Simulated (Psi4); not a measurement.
# r2SCAN/def2-TZVPPD run of AlH (SMILES [AlH])

Aim: the energy change on altering one bond length of AlH at r2SCAN/def2-TZVPPD, from 2 runs. 

The calculation is run with Psi4 1.11.

1 further run of the same task is left out (set aside as unsound or not needed).

### Step 1. The structure to begin with

The species is AlH (2 atoms), meant as a singlet with charge 0. As SMILES, `[AlH]`. The shape is that of a PBE0-D4/def2-TZVP optimisation.

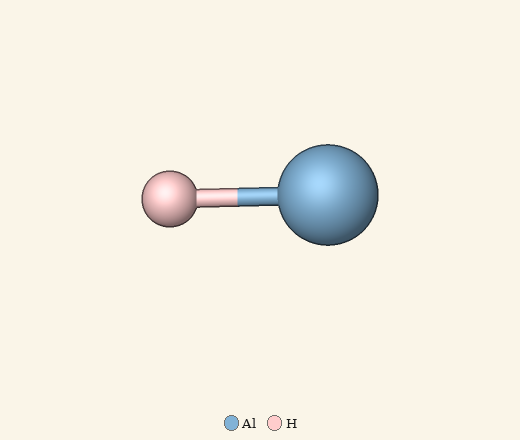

Viewed from a chosen angle; aluminium light blue, hydrogen pink.

### Step 2. A single-point energy at r2SCAN/def2-TZVPPD

The input, calc.dat:

```
memory 2.2 GB

molecule geom {
  0 1
  Al
  H 1 R2

  R2 = 1.66475
  symmetry c1
}

set globals {
  puream true
  e_convergence 1e-09
  d_convergence 1e-08
  scf_type pk
  dft_radial_points 99
  dft_spherical_points 590
}

result = energy("r2scan/def2-TZVPPD")
print_variables()
```

Run with:

```bash
$ psi4 -n 1 calc.dat calc.out
```

calc.out:

```text
[...]
  Running in c1 symmetry.
[...]
  Nuclear repulsion =    4.132334427817991
[...]
  Multiplicity = 1
[...]
  Nalpha       = 7
  Nbeta        = 7
[...]
    Number of basis functions: 65
[...]
   @RKS iter   1:  -242.91676180119850   -3.12699e-01   3.76862e-03 DIIS/ADIIS
[...]
   @RKS iter   9:  -242.94177039147829   -3.55271e-12   4.51935e-09 DIIS
[...]
    Orbital Energies [Eh]
    ---------------------
    Doubly Occupied:
       1A    -55.769165     2A     -4.075776     3A     -2.615980
       4A     -2.615980     5A     -2.607030     6A     -0.337237
       7A     -0.186689
[...]
  @RKS Final Energy:  -242.94177039147829
   => Energetics <=
    Nuclear Repulsion Energy =              4.1323344278179910
    One-Electron Energy =                -345.6649478965759954
    Two-Electron Energy =                 117.5043045867369358
    DFT Exchange-Correlation Energy =     -18.9134615094571856
    Empirical Dispersion Energy =           0.0000000000000000
    VV10 Nonlocal Energy =                  0.0000000000000000
    Total Energy =                       -242.9417703914782862
[...]
 Multipole Moments:
 ------------------------------------------------------------------------------------
     Multipole            Electronic (a.u.)      Nuclear  (a.u.)        Total (a.u.)
 ------------------------------------------------------------------------------------
 L = 1.  Multiply by 2.5417464519 to convert [e a0] to [Debye]
 Dipole X            :         -0.0000002            0.0000000           -0.0000002
 Dipole Y            :         -0.0000000            0.0000000           -0.0000000
 Dipole Z            :         -1.5865264            1.5600499           -0.0264765
 Magnitude           :                                                    0.0264765
[...]
```

It took 10 s on 1 thread of Intel Xeon Platinum 8259CL at 2.50GHz (Skylake/Cascade Lake), shared host; peak memory 0.74 GiB.

### Step 3. The distorted shape: energy and forces at r2SCAN/def2-TZVPPD

The input, alh.py:

```python
import psi4

psi4.set_memory(2200000000)
psi4.set_num_threads(1)
psi4.core.set_output_file('run.log', False)

mol = psi4.geometry("""
0 1
Al     0.000000     0.000000    -0.857990
H      0.000000     0.000000     1.639110
units angstrom
symmetry c1
""")

options = {'basis': 'def2-TZVPPD', 'puream': True, 'e_convergence': 1e-09, 'd_convergence': 1e-08, 'scf_type': 'pk', 'dft_radial_points': 99, 'dft_spherical_points': 590}
psi4.set_options(options)

e, wfn = psi4.gradient('r2scan', molecule=mol, return_wfn=True)
psi4.oeprop(wfn, 'MULLIKEN_CHARGES', 'QUADRUPOLE', 'DIPOLE', title='R2SCAN')
print('gradient / Eh bohr^-1')
print(e.np.round(6))
print(f'energy = {wfn.energy():.10f} Eh')
```

Run with:

```bash
$ python alh.py
```

run.log:

```text
[...]
  Running in c1 symmetry.
[...]
  Nuclear repulsion =    2.754917199435345
[...]
  Multiplicity = 1
[...]
  Nalpha       = 7
  Nbeta        = 7
[...]
    Number of basis functions: 65
[...]
   @RKS iter   1:  -242.85517121437877   -3.25454e-01   3.65597e-03 DIIS/ADIIS
[...]
   @RKS iter  10:  -242.89326620390148   -2.24532e-12   3.26474e-09 DIIS
[...]
    Orbital Energies [Eh]
    ---------------------
    Doubly Occupied:
       1A    -55.816917     2A     -4.119511     3A     -2.658714
       4A     -2.658714     5A     -2.653018     6A     -0.311188
       7A     -0.180394
[...]
  @RKS Final Energy:  -242.89326620390148
   => Energetics <=
    Nuclear Repulsion Energy =              2.7549171994353445
    One-Electron Energy =                -342.4963863439742795
    Two-Electron Energy =                 115.6655357220453197
    DFT Exchange-Correlation Energy =     -18.8173327814078704
    Empirical Dispersion Energy =           0.0000000000000000
    VV10 Nonlocal Energy =                  0.0000000000000000
    Total Energy =                       -242.8932662039014758
[...]
  -Total Gradient:
     Atom            X                  Y                   Z
    ------   -----------------  -----------------  -----------------
       1        0.000000000022    -0.000000000004    -0.037664830169
       2       -0.000000000023     0.000000000004     0.037412351273
[...]
 Multipole Moments:
 ------------------------------------------------------------------------------------
     Multipole            Electronic (a.u.)      Nuclear  (a.u.)        Total (a.u.)
 ------------------------------------------------------------------------------------
 L = 1.  Multiply by 2.5417464519 to convert [e a0] to [Debye]
 Dipole X            :          0.0000000            0.0000000            0.0000000
 Dipole Y            :         -0.0000000            0.0000000           -0.0000000
 Dipole Z            :         -3.6757165            2.3400514           -1.3356651
 Magnitude           :                                                    1.3356651
 L = 2.  Multiply by 1.3450342976 to convert [e a0^2] to [Debye ang]
 Quadrupole XX       :         -9.5480425            0.0000000           -9.5480425
 Quadrupole XY       :          0.0000000            0.0000000            0.0000000
[...]
  Mulliken Charges: (a.u.)
   Center  Symbol    Alpha    Beta     Spin     Total
       1    AL     6.36546  6.36546  0.00000  0.26908
       2     H     0.63454  0.63454  0.00000 -0.26908
   Total alpha =  7.00000, Total beta =  7.00000, Total charge = -0.00000
```

The script printed:

```text
gradient / Eh bohr^-1
[[ 0.       -0.       -0.037665]
 [-0.        0.        0.037412]]
energy = -242.8932662039 Eh
```

Run time: 13 s. Hardware: 1 thread of Intel Xeon Platinum 8259CL at 2.50GHz (Skylake/Cascade Lake), shared host; peak memory 0.71 GiB.

### Step 4. What came out

Level: r2SCAN/def2-TZVPPD.

| quantity | value |
| --- | --- |
| first shape: total energy | -242.94177 Eh |
| first shape: dipole moment | 0.07 D |
| first shape: HOMO energy | -5.08 eV |
| first shape: LUMO energy | -2.37 eV |
| first shape: HOMO–LUMO gap | 2.71 eV |
| distorted shape: total energy | -242.89327 Eh |
| distorted shape: dipole moment | 3.39 D |
| distorted shape: HOMO energy | -4.91 eV |
| distorted shape: LUMO energy | -2.87 eV |
| distorted shape: HOMO–LUMO gap | 2.04 eV |
| distorted shape: largest force on an atom | 1.937 eV/Å |
| energy change with the Al1–H2 bond stretched from 1.665 to 2.497 Å | 1.320 eV |

In words: One bond (distorted shape) is far stretched, which a spin-restricted single reference describes badly; a broken-symmetry solution may lie lower. With the Al1–H2 bond stretched from 1.665 to 2.497 Å the energy rises by 1.32 eV (127 kJ/mol). The first shape isn't relaxed at this level, so the change isn't measured from a minimum. A restricted reference can't describe the breaking bond well at this length.
